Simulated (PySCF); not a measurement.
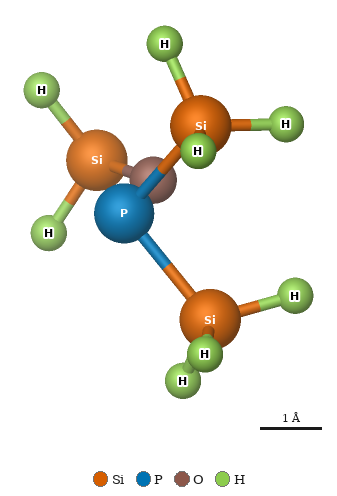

Figure 1. The input geometry (ball-and-stick view, seen at a tilt). Bond lengths as drawn: H–Si 1.49 to 1.50 Å, O–P 1.70 Å, O–Si 1.67 Å and P–Si 2.27 Å.

## Run report: Si3PH8O, EPR calculation

The run: EPR calculation of Si3PH8O, multiplicity 2, SMILES [SiH2]OP([SiH3])[SiH3]. Method and program: UKS B3LYP, IGLO-III on O P Si, pcH-1 on H, non-relativistic, mean-field spin-orbit, GIAO (PySCF 2.14.0).

The program's output
```
UKS, coarse grid
  cycle   1  E = -1289.88963396  |g| = 5.92e-01
  cycle   2  E = -1289.33685907  |g| = 1.29e+00
  cycle   3  E = -1290.00054625  |g| = 1.13e-01
  cycle   4  E = -1290.00580463  |g| = 3.37e-02
  cycle   5  E = -1290.00633736  |g| = 5.74e-03
  cycle   6  E = -1290.00635748  |g| = 1.85e-03
  cycle   7  E = -1290.00635779  |g| = 8.19e-04
UKS, final grid
  cycle   1  E = -1290.00639754  |g| = 9.18e-04
  cycle   2  E = -1290.00639723  |g| = 1.18e-03
  cycle   3  E = -1290.00639803  |g| = 7.37e-05
  cycle   4  E = -1290.00639803  |g| = 5.24e-05
  cycle   5  E = -1290.00639803  |g| = 2.35e-05
E = -1290.00639803 Eh   <S^2> = 0.7513 (exact 0.7500)
g shifts (ppm)      1          2          3
  rmc          -143       -143       -143
  gc             64         18         52
  oz_so       -1533         14       1781
  total       -1612       -112       1689
hyperfine (MHz)  atom isotope    a_iso     a_fc   dipolar eigenvalues
    0  29Si       0.60       0.59     -0.39      0.15      0.24
    1   31P      56.23      56.30    -12.60    -12.40     25.00
    2  29Si       1.17       1.17     -0.29      0.13      0.16
    3   17O     -73.15     -73.08     -9.50      4.29      5.21
    4  29Si    -686.06    -687.35   -155.76     77.55     78.21
    5    1H      -0.18      -0.18     -0.70     -0.61      1.31
    6    1H      -0.08      -0.08     -0.69     -0.56      1.26
    7    1H       1.80       1.80     -0.42     -0.30      0.73
    8    1H      -0.05      -0.06     -0.75     -0.67      1.42
    9    1H      -0.03      -0.03     -0.69     -0.57      1.26
   10    1H       1.25       1.24     -0.41     -0.32      0.74
   11    1H      97.54      97.53     -8.30      0.30      8.00
   12    1H     102.51     102.50     -8.30      0.37      7.93
```

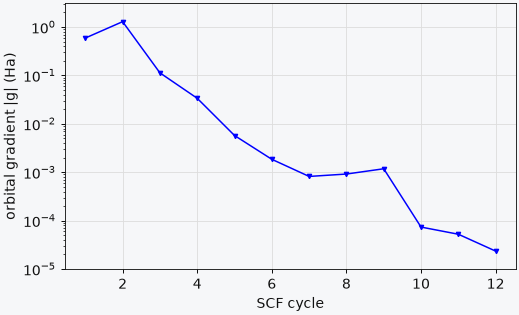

Figure 2. Convergence of the self-consistent field: orbital gradient |g| against the SCF cycle. All cycles printed in the log are drawn one after another.

This output came from the following input.

The input
```
{"job": {"kind": "epr"}, "charge": 0, "multiplicity": 2}
Si     1.562766     1.357659    -0.169559
P     -0.136991     0.208465     0.795817
Si     0.720546    -1.865830     0.466520
O     -1.166360     0.219186    -0.562071
Si    -2.801469     0.552044    -0.646908
H      1.126282     2.776245    -0.329524
H      1.919825     0.795767    -1.507081
H      2.744541     1.296171     0.744828
H     -0.368106    -2.854395     0.724193
H      1.234043    -2.048974    -0.924934
H      1.827805    -2.069886     1.450582
H     -3.578741    -0.366579     0.250590
H     -3.074047     1.982772    -0.284966
```

The first line tells a small driver script what to run in PySCF; the rest is the geometry in Å.

Launch command:
```bash
OMP_NUM_THREADS=1 python <driver script> task.json out
```

Results in brief

| quantity | value |
| --- | --- |
| outcome | converged |
| total energy | −1290.006398 hartree |
| ⟨S²⟩ | 0.751 |
| isotropic g | 2.0023 |
| hardware | 1 CPU thread, shared host |
| wall time | 52 s |
| peak memory | 0.97 GiB |
